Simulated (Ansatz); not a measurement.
**CH7ClGaN: density, localisation and related maps**

Input file:

```
crystal:
  periodic: [false, false, false]
  atoms:
    - { symbol: Ga, position_ang: [-1.632355, -0.143508, -0.369738] }
    - { symbol: Cl, position_ang: [0.042253, -3.013307, 0.8511] }
    - { symbol: H, position_ang: [-1.540193, -0.468678, -1.902923] }
    - { symbol: H, position_ang: [-2.829014, -0.272607, 0.639223] }
    - { symbol: H, position_ang: [0.284979, -1.711869, 0.89588] }
    - { symbol: "N", position_ang: [-0.018182, 0.525657, 0.395547] }
    - { symbol: C, position_ang: [1.186935, 0.965962, -0.311693] }
    - { symbol: H, position_ang: [-0.06416, 0.871117, 1.361388] }
    - { symbol: H, position_ang: [2.121303, 0.641527, 0.200417] }
    - { symbol: H, position_ang: [1.246361, 2.07433, -0.426844] }
    - { symbol: H, position_ang: [1.202172, 0.531375, -1.332356] }
basis:
  gaussian: { orbitals: def2-SVP }
hamiltonian:
  xc: blyp
relax:
  f_tol: 0.03
  max_steps: 50
output:
  orbitals: {}
```

Launched as:

```sh
ansatz run input.yaml --threads 2 --pin off --max-ram 3072MiB --backend cpu --events-out ev --progress --plain --runs-dir out
```

The fields are those of the run's last geometry, not of the input's.

These are results of RKS BLYP/def2-SVP (Ansatz), not measurements.

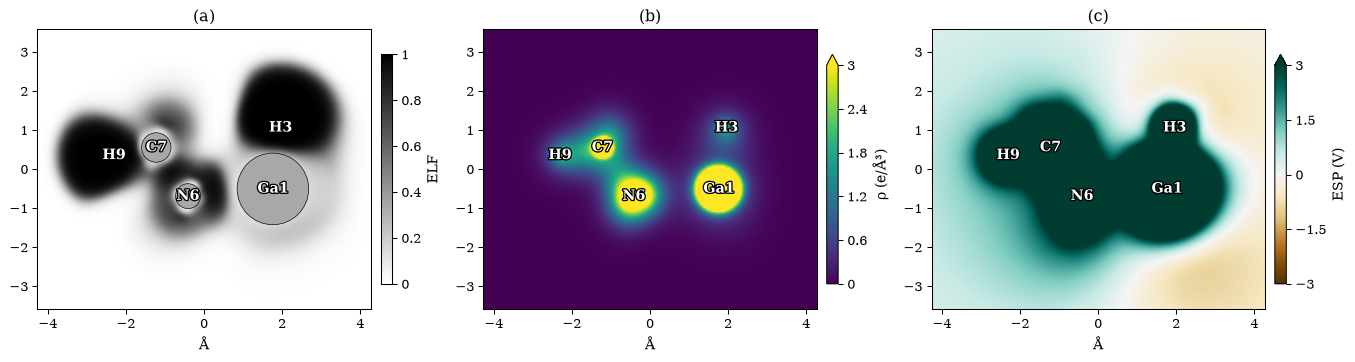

Figure 1. (a) ELF; (b) total electron density; (c) molecular electrostatic potential on the plane of atoms Ga1, N6 and C7. Grey discs cover the atomic cores in the ELF map.

> Read the bonding off the picture.

- Atoms in the plane: Ga, H, N and C.
- C–N (1.49 Å): the density is about 1.8 e/Å³ at the midpoint; the ELF peaks at about 0.95 between the atoms: localised, covalent bonding.
- Ga–N (2.18 Å): the density is about 0.44 e/Å³ at the midpoint; the ELF peaks at about 0.95 in the valence shell of N, 0.7 Å from its nucleus, and is about 0.30 at the midpoint.
- C–H (1.11 Å): ρ at the midpoint is about 1.9 e/Å³; the ELF climbs to about 1 towards the hydrogen, as it does in any bond to H; an ordinary covalent bond to hydrogen.
- Ga–H (1.58 Å): ρ at the midpoint is about 0.93 e/Å³; the ELF climbs to about 1 towards the hydrogen.
- Outside the dense part of the molecule the potential is most negative (−0.9 V) near H4, which lies off the plane.

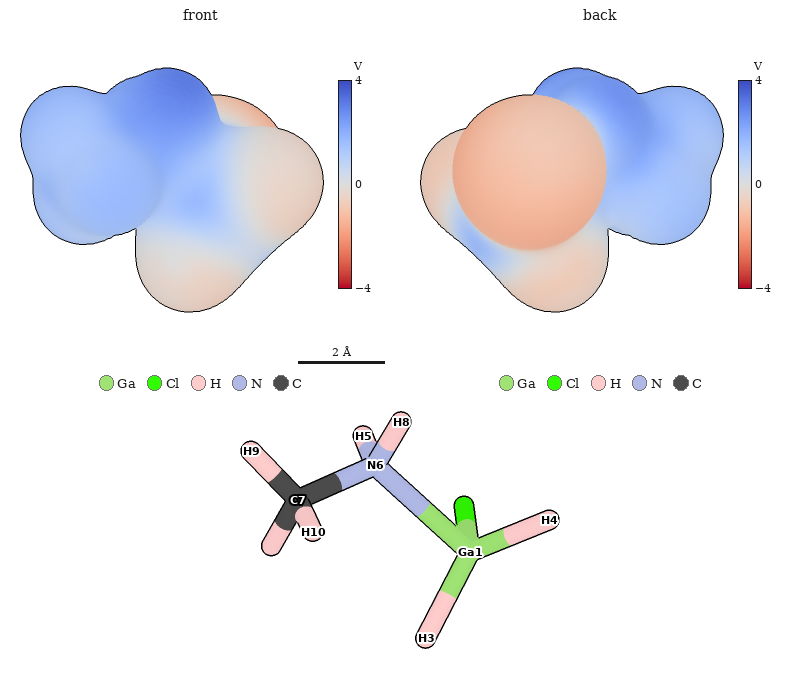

Figure 2. The molecular electrostatic potential painted on the density surface at 0.004 e/bohr³, seen from the front and from behind; the colour scale runs from red (negative) to blue (positive). The bare structure is drawn below in the same view.

> Which sites attract a positive test charge, and which a negative one?

A positive charge is drawn to the negative regions and a negative charge to the positive ones. The most negative region (about −1.4 V, or −32 kcal/mol for a unit charge) lies over Cl2, the most positive (about +3.0 V, or +69 kcal/mol for a unit charge) over H8.

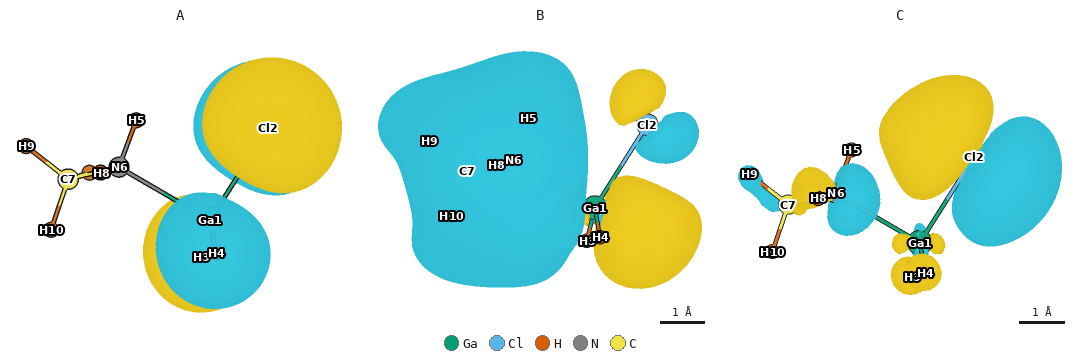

Figure 3. Three frontier orbitals at ±0.06 Å⁻³ᐟ² (yellow and cyan are the two phases), in no order.

> Which picture is the HOMO−1, the HOMO and the LUMO?

C is the HOMO−1 (−6.15 eV). By Hirshfeld shares it lies mainly on Cl2 (about 85 %); largely a lone pair of Cl2. A is the HOMO (−5.77 eV). Its weight (Hirshfeld) is mainly on Cl2 (about 70 %), Ga1 (about 10 %), H4 (about 10 %) and H3 (about 10 %); largely a lone pair of Cl2. B is the LUMO (−0.42 eV). Its weight (Hirshfeld) is mainly on Ga1 (about 25 %), H8 (about 20 %), N6 (about 15 %), C7 (about 10 %) and H5 (about 10 %).

> What is the HOMO–LUMO gap?

5.35 eV between the orbital energies.
